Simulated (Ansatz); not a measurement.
# What CsSnI3 (model cell, started as cubic perovskite with Sn in the octahedra) distorts into, part 2 of 3

Which phase does CsSnI3 (model cell, started as cubic perovskite with Sn in the octahedra) fall into along its unstable mode, and how much energy does it gain?

Ansatz 0.2.0; DFT PBEsol, scalar-relativistic, plane waves, PAW; PAW set soft_1.

So far, highest frequency on the path or at a solved wavevector (cm⁻¹): step 2 (the dispersion) 124. Also lowest frequency on the path (cm⁻¹): step 2 -20.5.

The structure was built from a prototype and need not be the compound's stable phase.

## (3) The mode frozen in, largest atomic shift 0 Å

The mode followed lies at q = (0, -0.5, -0.5) with frequency 20.5i cm⁻¹, the softest among the wavevectors solved. At small amplitude the distorted cell has space group no. 127 by a symmetry search on the positions. The undistorted cell that holds it gives the zero of energy on the same k mesh.

System of this step: CsSnI3 (model cell, started as cubic perovskite with Sn in the octahedra). The structure is cubic, space group Pm-3m (No. 221). Conventional cell: a = 6.136 Å, b = 6.136 Å, c = 6.136 Å, α = 90.00°, β = 90.00°, γ = 90.00°. Cs has 12 I at 4.34 Å nearest. Nearest to Sn lie 6 I at 3.07 Å. Nearest to I lie 2 Sn at 3.07 Å and 4 Cs at 4.34 Å. Nearest to I lie 2 Sn at 3.07 Å and 4 Cs at 4.34 Å. Farther neighbours and most contacts between anions are not listed.

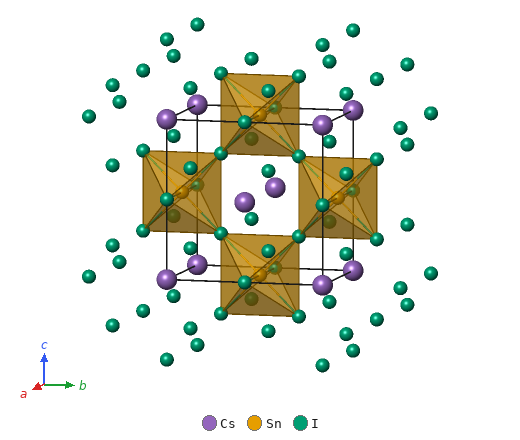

The cell of this step (caesium purple, tin orange, iodine teal). Some periodic images of atoms are drawn too.

input.yaml

```yaml
crystal:
  lattice:
    - [-6.1355631287, 0.0, 0.0]
    - [0.0, -6.1355631287, -6.1355631287]
    - [0.0, -6.1355631287, 6.1355631287]
  atoms:
    - { symbol: Cs, position: [0.0, 0.5, 0.5] }
    - { symbol: Cs, position: [0.0, 1.0, 1.0] }
    - { symbol: Sn, position: [0.5, 0.0, 0.5] }
    - { symbol: Sn, position: [0.5, 0.5, 0.0] }
    - { symbol: I, position: [0.5, 0.75, 0.75] }
    - { symbol: I, position: [0.5, 0.25, 0.25] }
    - { symbol: I, position: [0.5, 0.75, 0.25] }
    - { symbol: I, position: [0.5, 0.25, 0.75] }
    - { symbol: I, position: [1.0, 0.0, 0.5] }
    - { symbol: I, position: [1.0, 0.5, 0.0] }
kpoints:
  mp_grid: { grid: [6, 4, 4] }
hamiltonian:
  xc: pbesol
  pseudopotentials: { kind: paw, azcp: { folder: soft_1 }, xc_functional: pbe }
scf:
  occupations: { method: gaussian, width: 0.01 }
output:
  forces: true
  stress: true
  eigenvalues: true
```

Launch:

```sh
ansatz run input.yaml --threads 8 --pin off --max-ram 16384MiB --backend cpu --events-out ev --progress --plain --runs-dir out
```

Numbers of over 12 decimals in the logs are rounded to 6 here.

Output:

```text
[...]
Crystal: 10 atoms, lattice volume = 461.948 Å³
Basis set: ecut = 420 eV, 9053 PW (Γ), exchange–correlation on 90×120×120 points (8 copies of the dense FFT grid, shifted against one another)
Bands: 89, of which v1, the nominal top of the filled ones, is band 74 counted from 1 (73 counted from 0)
Symmetry: 32 space group operations
[...]
k-points: 24 of 96
[...]
k-point 0: bands = [... 70 lower, 3.3680, 3.3680, 3.8168, 4.9142, 6.3562, 6.3562, 7.6503, 8.5545, ... 8 higher]
  k-point 1: bands = [... 70 lower, 3.3019, 3.3856, 3.6880, 4.2113, 6.9919, 7.1981, 7.9759, 8.7561, ... 8 higher]
  k-point 2: bands = [... 70 lower, 3.4585, 3.4585, 3.4982, 3.4982, 8.3170, 8.3170, 8.4815, 8.4815, ... 8 higher]
  k-point 23: bands = [... 70 lower, 3.8183, 3.8183, 4.9154, 4.9154, 6.3560, 6.3560, 6.3561, 6.3561, ... 8 higher]
[key lines of the parts left out:]
SCF converged after 10 iterations
Free energy (F): -67675.139766 eV
Fermi energy:    5.815909 eV
P = ⅓ Tr σ = -0.0137 GPa (-0.137 kbar)
```

Run time: 7.8 s. Hardware: 8 threads of Arm Neoverse V2, shared host; peak memory 2.1 GiB; 60 s of CPU time.

This step gave:

```yaml
pressure: -0.01366 GPa
gap_on_the_k_mesh: 0.1113 eV
energy_from_the_undistorted_cell: 0 meV/atom
```

The run ends at a pressure of -0.01 GPa.

## (4) The mode frozen in, largest atomic shift 0.6 Å

The atoms are moved along the unstable eigenvector, the largest shift by 0.6 Å, with the cell fixed.

input.yaml, the sections that differ from step 3:

```yaml
crystal:
  lattice:
    - [-6.1355631287, 0.0, 0.0]
    - [0.0, -6.1355631287, -6.1355631287]
    - [0.0, -6.1355631287, 6.1355631287]
  atoms:
    - { symbol: Cs, position: [0.0, 0.5, 0.5] }
    - { symbol: Cs, position: [0.0, 1.0, 1.0] }
    - { symbol: Sn, position: [0.5, 0.0, 0.5] }
    - { symbol: Sn, position: [0.5, 0.5, 0.0] }
    - { symbol: I, position: [0.5, 0.7988952674, 0.7988952674] }
    - { symbol: I, position: [0.5, 0.2011047326, 0.2011047326] }
    - { symbol: I, position: [0.5, 0.7011047326, 0.2988952674] }
    - { symbol: I, position: [0.5, 0.2988952674, 0.7011047326] }
    - { symbol: I, position: [1.0, 0.0, 0.5] }
    - { symbol: I, position: [1.0, 0.5, 0.0] }
# kpoints, hamiltonian, scf, output: as in step 3
```

Output:

```text
[...]
Crystal: 10 atoms, lattice volume = 461.948 Å³
Basis set: ecut = 420 eV, 9053 PW (Γ), exchange–correlation on 90×120×120 points (8 copies of the dense FFT grid, shifted against one another)
Bands: 89, of which v1, the nominal top of the filled ones, is band 74 counted from 1 (73 counted from 0)
Symmetry: 16 space group operations
[...]
k-points: 24 of 96
[...]
k-point 0: bands = [... 70 lower, 3.3988, 3.3988, 3.5744, 4.5962, 6.3874, 6.3874, 7.7880, 8.6033, ... 8 higher]
  k-point 1: bands = [... 70 lower, 3.2584, 3.3949, 3.6130, 4.0849, 6.8334, 7.0458, 8.1013, 8.7949, ... 8 higher]
  k-point 2: bands = [... 70 lower, 3.3056, 3.3056, 3.6115, 3.6115, 7.8772, 7.8772, 8.1783, 8.1783, ... 8 higher]
  k-point 23: bands = [... 70 lower, 3.6894, 3.6894, 4.6837, 4.6837, 6.2790, 6.2790, 6.2920, 6.2920, ... 8 higher]
[key lines of the parts left out:]
SCF converged after 9 iterations
Free energy (F): -67675.191818 eV
Fermi energy:    5.655274 eV
P = ⅓ Tr σ = -0.2334 GPa (-2.334 kbar)
```

Run time: 7.3 s. Hardware: 8 threads; peak memory 2.1 GiB.

This step gave:

```
pressure                         : -0.2334 GPa
gap on the k-mesh                : 0.4141 eV
energy from the undistorted cell : -5.205 meV/atom
```

The energy, extrapolated to zero smearing, is -5.21 meV/atom against the undistorted cell.

The run ends at a pressure of -0.23 GPa, with forces up to 0.017 eV/Å.

## (5) Energy along the mode, all amplitudes (two of the runs are shown above)

An imaginary frequency means negative curvature, so the energy should fall and then rise again as anharmonic terms take over.

This step gave:

```yaml
depth_at_the_lowest_point_sampled: 5.205 meV/atom
largest_atomic_shift_at_that_point: 0.6 Å
```

Energy from the parent against largest atomic shift:

| largest atomic shift (Å) | energy from the parent (meV/atom) |
| --- | --- |
| 0.000 | 0 |
| 0.040 | -0.057 |
| 0.080 | -0.227 |
| 0.140 | -0.678 |
| 0.220 | -1.59 |
| 0.320 | -3.02 |
| 0.450 | -4.76 |
| 0.600 | -5.21 |

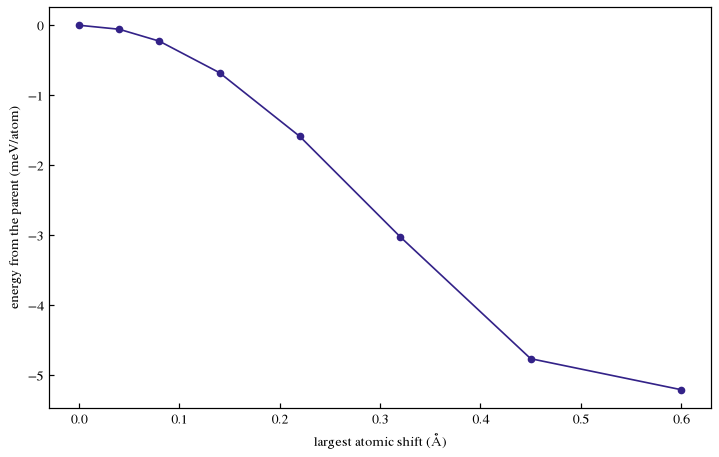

Energy from the parent against largest atomic shift.

Displacement at unit largest shift by atom:

| atom | x (Å) | y (Å) | z (Å) | size |
| --- | --- | --- | --- | --- |
| Cs1 | 0.00 | 0.00 | 0.00 | 0.00 |
| Cs2 | 0.00 | 0.00 | 0.00 | 0.00 |
| Sn3 | 0.00 | 0.00 | 0.00 | 0.00 |
| Sn4 | 0.00 | 0.00 | 0.00 | 0.00 |
| I5 | 0.00 | -1.00 | 0.00 | 1.00 |
| I6 | 0.00 | 1.00 | 0.00 | 1.00 |
| I7 | 0.00 | 0.00 | 1.00 | 1.00 |
| I8 | 0.00 | 0.00 | -1.00 | 1.00 |
| I9 | 0.00 | 0.00 | 0.00 | 0.00 |
| I10 | 0.00 | 0.00 | 0.00 | 0.00 |

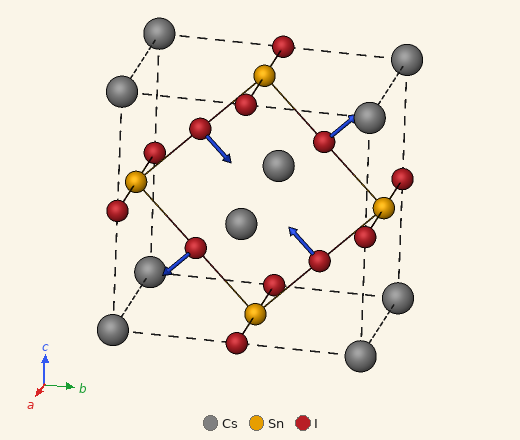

Displacement at unit largest shift as arrows, the longest 1 Å. Some periodic images of atoms are drawn too.

The lowest of the steps tried is the last one, at 0.6 Å, 5.21 meV/atom below the parent; the bottom of the well need not coincide with a step.

## (6) Relaxation from the frozen mode

Starting from the lowest point found, all atoms and the cell are let go, so that strain and other modes of the same symmetry can join in.

input.yaml: that of step 4 with these lines changed.

```diff
@@ -27 +27,6 @@
   eigenvalues: true
+relax:
+  adjacent_minimum: "off"
+  f_tol: 0.002
+  max_steps: 120
+  cell: { stress_tol: 0.03 }
```

Output:

```text
[...]
Crystal: 10 atoms, lattice volume = 461.948 Å³
Basis set: ecut = 420 eV, 9053 PW (Γ), exchange–correlation on 90×120×120 points (8 copies of the dense FFT grid, shifted against one another)
Bands: 89, of which v1, the nominal top of the filled ones, is band 74 counted from 1 (73 counted from 0)
Symmetry: 16 space group operations
[...]
k-points: 24 of 96
[...]
SCF iter   1: F=—  HF=-67678.316021 eV  |F-HF|=—  |Δ(HF+E_count)|=         —  Δρ=2.57e-2  dr2=7.17e0  ethr=3.10e-3  ⟨swp⟩=8.0  Hψ=9070  notcnv=0  defer=23
[...]
SCF iter   9: F=-67675.191818 eV  HF=-67675.191818 eV  |F-HF|=5.66e-8  |Δ(HF+E_count)|=   6.12e-7  Δρ=1.98e-6  dr2=3.36e-8  ethr=6.76e-11  ⟨swp⟩=18.2  Hψ=13765  notcnv=0
SCF 1 converged in 9 iterations: F = -67675.191818 eV  dr2 = 3.36e-8
[...]
relax step   1: F+E_penalty+E_count = -67675.19181820 eV  Δ(F+E_penalty+E_count) = +0.000e0 eV  max|allowed force component| = 1.748e-2 eV/Å  Δτ_max = 0.0000 Å  P = -0.233 GPa  Ω = 461.948 Å³  (9 SCF iters, dr2 threshold 1.00e-7 eV, accepted)
Crystal: 10 atoms, lattice volume = 458.300 Å³
Basis set: ecut = 420 eV, 8965 PW (Γ), exchange–correlation on 90×120×120 points (8 copies of the dense FFT grid, shifted against one another)
[...]
SCF iter   5: F=-67675.210050 eV  HF=-67675.210050 eV  |F-HF|=3.85e-8  |Δ(HF+E_count)|=   2.40e-7  Δρ=4.43e-6  dr2=1.49e-7  ethr=4.50e-10  ⟨swp⟩=11.1  Hψ=10712  notcnv=0
SCF 2 converged in 5 iterations: F = -67675.210050 eV  dr2 = 1.49e-7
relax step   2: F+E_penalty+E_count = -67675.21004979 eV  Δ(F+E_penalty+E_count) = -1.823e-2 eV  max|allowed force component| = 5.275e-4 eV/Å  Δτ_max = 0.0048 Å  P = -0.122 GPa  Ω = 458.300 Å³  energy of the carried Pulay correction = +2.196e-4 eV  (5 SCF iters, dr2 threshold 6.66e-7 eV, accepted)
Crystal: 10 atoms, lattice volume = 453.989 Å³
Basis set: ecut = 420 eV, 8893 PW (Γ), exchange–correlation on 90×120×120 points (8 copies of the dense FFT grid, shifted against one another)
[...]
SCF iter   6: F=-67675.218452 eV  HF=-67675.218452 eV  |F-HF|=1.89e-8  |Δ(HF+E_count)|=   1.53e-7  Δρ=1.97e-6  dr2=1.92e-8  ethr=1.26e-10  ⟨swp⟩=9.8  Hψ=10129  notcnv=0
SCF 3 converged in 6 iterations: F = -67675.218452 eV  dr2 = 1.92e-8
[...]
relax step   3: F+E_penalty+E_count = -67675.21845220 eV  Δ(F+E_penalty+E_count) = -8.402e-3 eV  max|allowed force component| = 1.740e-2 eV/Å  Δτ_max = 0.0214 Å  P = +0.018 GPa  Ω = 453.989 Å³  energy of the carried Pulay correction = +4.815e-4 eV  (6 SCF iters, dr2 threshold 1.87e-7 eV, accepted)
[...]
relax step   4: F+E_penalty+E_count = -67675.21955679 eV  Δ(F+E_penalty+E_count) = -1.105e-3 eV  max|allowed force component| = 1.137e-2 eV/Å  Δτ_max = 0.0208 Å  P = +0.008 GPa  Ω = 453.781 Å³  energy of the carried Pulay correction = +4.942e-4 eV  (6 SCF iters, dr2 threshold 1.89e-8 eV, accepted)
[...]
relax step   5: F+E_penalty+E_count = -67675.22022042 eV  Δ(F+E_penalty+E_count) = -6.636e-4 eV  max|allowed force component| = 2.358e-3 eV/Å  Δτ_max = 0.0247 Å  P = -0.000 GPa  Ω = 453.472 Å³  energy of the carried Pulay correction = +5.130e-4 eV  (6 SCF iters, dr2 threshold 8.09e-9 eV, accepted)
[...]
relax step   6: F+E_penalty+E_count = -67675.22027182 eV  Δ(F+E_penalty+E_count) = -5.140e-5 eV  max|allowed force component| = 2.256e-4 eV/Å  Δτ_max = 0.0084 Å  P = -0.000 GPa  Ω = 453.290 Å³  energy of the carried Pulay correction = +5.241e-4 eV  (7 SCF iters, dr2 threshold 3.48e-10 eV, accepted)
[...]
SCF iter   6: F=-67675.219731 eV  HF=-67675.219731 eV  |F-HF|=1.46e-11  |Δ(HF+E_count)|=   1.54e-9  Δρ=3.07e-8  dr2=6.57e-12  ethr=1.00e-12  ⟨swp⟩=7.5  Hψ=9916  notcnv=0
SCF 7 converged in 6 iterations: F = -67675.219731 eV  dr2 = 6.57e-12
[...]
relax step   7: F+E_penalty+E_count = -67675.21973062 eV  Δ(F+E_penalty+E_count) = +5.412e-4 eV  max|allowed force component| = 2.143e-4 eV/Å  Δτ_max = 0.0000 Å  P = -0.000 GPa  Ω = 453.290 Å³  stress off target by 3.23e-4 GPa  SCF on the basis re-selected at this cell (its energy is not comparable with the rows above)  (6 SCF iters)
basis re-selected at this cell: Δ(F+E_penalty+E_count) = +5.412e-4 eV, ΔP = +0.000 GPa vs the last step (what re-selecting the basis moved, of the pressure what is left beyond the Pulay correction that the steps carried, after the strain that the cell walked since its last selection, with what the two solves' SCF thresholds leave and, on support functions, any second-order correction that the steps lacked; it is no m [...]
SCF converged after 6 iterations
Free energy (F): -67675.219731 eV
[...]
Internal energy: -67675.219731 eV  (E = F + TS)
E sigma→0 (E₀):  -67675.219731 eV
Fermi energy:    5.800066 eV
[...]
--- Forces (eV/Å), atoms counted from 1 ---
  atom   1  Cs    -0.00000000     0.00000000     0.00000000
  atom   2  Cs    -0.00000000     0.00000000     0.00000000
  atom   3  Sn     0.00000000     0.00000000    -0.00000000
  atom   4  Sn     0.00000000     0.00000000     0.00000000
  atom   5  I      0.00000000     0.00021433     0.00000000
  atom   6  I     -0.00000000    -0.00021433    -0.00000000
  atom   7  I      0.00000000    -0.00000000    -0.00021433
  atom   8  I     -0.00000000     0.00000000     0.00021433
  atom   9  I      0.00000000    -0.00000000     0.00000000
  atom  10  I      0.00000000     0.00000000     0.00000000
  max |Σ_I F_I| component: 2.60e-18 eV/Å
--- Stress (GPa, compression-positive) ---
        0.000323      -0.000000       0.000000
       -0.000000      -0.000268      -0.000000
        0.000000      -0.000000      -0.000268
  P = ⅓ Tr σ = -0.0001 GPa (-0.001 kbar)
--- Band table (eV; the first three rows and the last of 24) ---
  k-point 0: bands = [... 70 lower, 3.5968, 3.5968, 3.7286, 4.9086, 6.6252, 6.6252, 8.0025, 8.7416, ... 11 higher]
  k-point 1: bands = [... 70 lower, 3.4369, 3.5821, 3.8325, 4.3486, 7.0667, 7.3200, 8.3281, 8.9459, ... 11 higher]
  k-point 2: bands = [... 70 lower, 3.4442, 3.4442, 3.8578, 3.8578, 8.1190, 8.1190, 8.4755, 8.4755, ... 11 higher]
  k-point 23: bands = [... 70 lower, 3.8225, 3.8225, 4.8023, 4.8023, 6.4061, 6.4061, 6.5852, 6.5852, ... 11 higher]
--- Relaxed structure (6 steps of the walk, 6 accepted, 1 SCFs on fresh bases) ---
  F+E_penalty+E_count = -67675.21973062 eV   max|allowed force component| = 2.143e-4 eV/Å   (the final SCF, on the basis selected at the relaxed cell)
  cell:  # Å, volume = 453.2904 Å³
    - [-6.220166, 0, 0]
    - [0, -6.036320, -6.036320]
    - [0, -6.036320, 6.036320]
  atoms:
    - { symbol: Cs, position: [0, 0.5, 0.5] }
    - { symbol: Cs, position: [0, 1.0, 1.0] }
    - { symbol: Sn, position: [0.5, 0.0, 0.5] }
    - { symbol: Sn, position: [0.5, 0.5, 0.0] }
    - { symbol: I, position: [0.5, 0.805427, 0.805427] }
    - { symbol: I, position: [0.5, 0.194573, 0.194573] }
    - { symbol: I, position: [0.5, 0.694573, 0.305427] }
    - { symbol: I, position: [0.5, 0.305427, 0.694573] }
    - { symbol: I, position: [1.0, 0.0, 0.5] }
    - { symbol: I, position: [1.0, 0.5, 0.0] }
```

The job ended after 52 s (8 threads; peak memory 2.2 GiB).

Step by step:

| step | energy less that of the first step (eV) | largest force component (eV/Å) | pressure (GPa) | volume (Å³) |
| --- | --- | --- | --- | --- |
| 1 | 0.0000 | 0.0175 | -0.23 | 461.95 |
| 2 | -0.0182 | 0.0005 | -0.12 | 458.30 |
| 3 | -0.0266 | 0.0174 | 0.02 | 453.99 |
| 4 | -0.0277 | 0.0114 | 0.01 | 453.78 |
| 5 | -0.0284 | 0.0024 | 0.00 | 453.47 |
| 6 | -0.0285 | 0.0002 | 0.00 | 453.29 |
| 7* | -0.0279 | 0.0002 | 0.00 | 453.29 |

Relaxation steps marked * repeat the geometry before them on a plane-wave basis chosen anew for their cell, so energy and pressure can jump there.

Forces are held to the 16 operations that the run works with; a distortion that breaks them can't arise in this run.

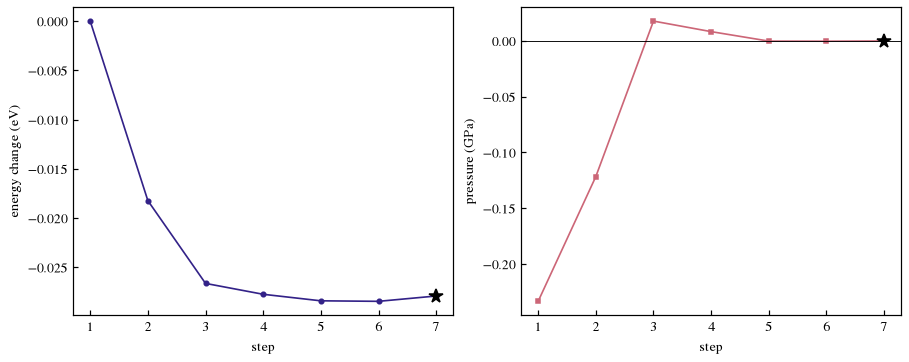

Energy and pressure along the relaxation. Stars mark steps on a basis chosen anew.

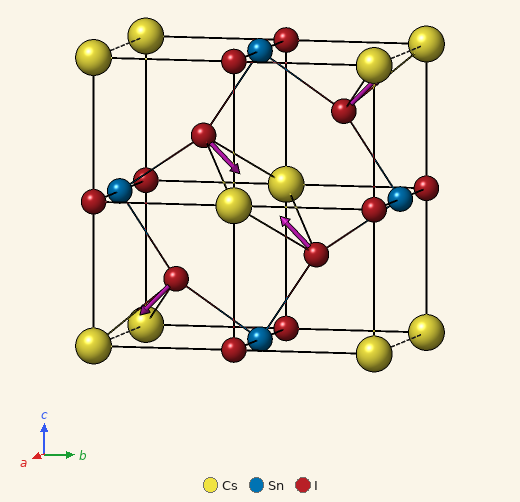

Displacements in the relaxation, exaggerated, measured against the changing cell; the longest in the cell stands for 0.08 Å. Some periodic images of atoms are drawn too.

```
     cell as run  before  after  change
           a (Å)   6.136  6.220  +1.4 %
           b (Å)   8.677  8.537  -1.6 %
           c (Å)   8.677  8.537  -1.6 %
volume (Å³/atom)   46.19  45.33  -1.9 %
```

The atoms that moved most (Å, as changes of fractional coordinates times the final cell):

| atom | dx | dy | dz | length |
| --- | --- | --- | --- | --- |
| I5 | 0.000 | -0.079 | 0.000 | 0.079 |
| I7 | 0.000 | 0.000 | 0.079 | 0.079 |
| I8 | 0.000 | 0.000 | -0.079 | 0.079 |
| I6 | 0.000 | 0.079 | 0.000 | 0.079 |

Numbers from this step:

```yaml
pressure: -7.10e-5 GPa
gap_on_the_k_mesh: 0.2837 eV
volume_per_atom: 45.33 Å³
```

The distorted start has space group P4/mbm; the relaxation ends in P4/mbm.

## (7) The new phase in its own primitive cell

The relaxed structure is symmetrised, reduced to its primitive cell and relaxed tightly, as its phonons need.

input.yaml

```yaml
crystal:
  lattice:
    - [8.536645256, 0.0, 0.0]
    - [0.0, 8.536645256, 0.0]
    - [0.0, 0.0, 6.2201664529]
  atoms:
    - { symbol: Cs, position: [0.5, 0.0, 0.0] }
    - { symbol: Cs, position: [0.0, 0.5, 0.0] }
    - { symbol: Sn, position: [0.0, 0.0, 0.5] }
    - { symbol: Sn, position: [0.5, 0.5, 0.5] }
    - { symbol: I, position: [0.8054268769, 0.3054268769, 0.5] }
    - { symbol: I, position: [0.1945731231, 0.6945731231, 0.5] }
    - { symbol: I, position: [0.6945731231, 0.8054268769, 0.5] }
    - { symbol: I, position: [0.3054268769, 0.1945731231, 0.5] }
    - { symbol: I, position: [0.0, 0.0, 0.0] }
    - { symbol: I, position: [0.5, 0.5, 0.0] }
kpoints:
  mp_grid: { grid: [4, 4, 6] }
hamiltonian:
  xc: pbesol
  pseudopotentials: { kind: paw, azcp: { folder: soft_1 }, xc_functional: pbe }
scf:
  occupations: { method: fixed }
output:
  forces: true
  stress: true
  eigenvalues: true
relax:
  adjacent_minimum: "off"
  f_tol: 0.001
  max_steps: 60
  cell: { stress_tol: 0.01 }
```

Output:

```text
[...]
Crystal: 10 atoms, lattice volume = 453.290 Å³
Basis set: ecut = 420 eV, 8869 PW (Γ), exchange–correlation on 120×120×90 points (8 copies of the dense FFT grid, shifted against one another)
Bands: 89, of which v1, the nominal top of the filled ones, is band 74 counted from 1 (73 counted from 0)
Symmetry: 16 space group operations
[...]
k-points: 24 of 96
[...]
- { symbol: Cs, position: [0.0, 0.5, 0.0] }
    - { symbol: Sn, position: [0.0, 0.0, 0.5] }
    - { symbol: Sn, position: [0.5, 0.5, 0.5] }
    - { symbol: I, position: [0.8054268769, 0.3054268769, 0.5] }
    - { symbol: I, position: [0.1945731231, 0.6945731231, 0.5] }
    - { symbol: I, position: [0.6945731231, 0.8054268769, 0.5] }
    - { symbol: I, position: [0.3054268769, 0.1945731231, 0.5] }
    - { symbol: I, position: [0.0, 0.0, 0.0] }
    - { symbol: I, position: [0.5, 0.5, 0.0] }
[key lines of the parts left out:]
SCF converged after 8 iterations
Free energy (F): -67675.219731 eV
Fermi energy:    5.658198 eV
P = ⅓ Tr σ = -0.0001 GPa (-0.001 kbar)
```

It took 20 s on 8 threads; peak memory 2.2 GiB; 2.5 min of CPU time.

Little changed from the start: no atom moved by 0.005 Å and no cell edge by 0.1 %.

Numbers from this step:

```
direct gap on mesh : 0.2837 eV
```

The largest force component left is 0.15 meV/Å and the pressure is 0.000 GPa, within the tolerances set. The cell now holds 45.33 Å³/atom.

(Part 2 of 3 ends here.)

[Logs are printed without paths, hosts, clocks, repeated set-up lines and the standing remarks that a program may print on its own settings, such as how far it seeks lower states.]

[Hosts, paths, dates, database ids (printed as entryN), source tags and the programs' standing remarks are cut or masked in the printed files.]
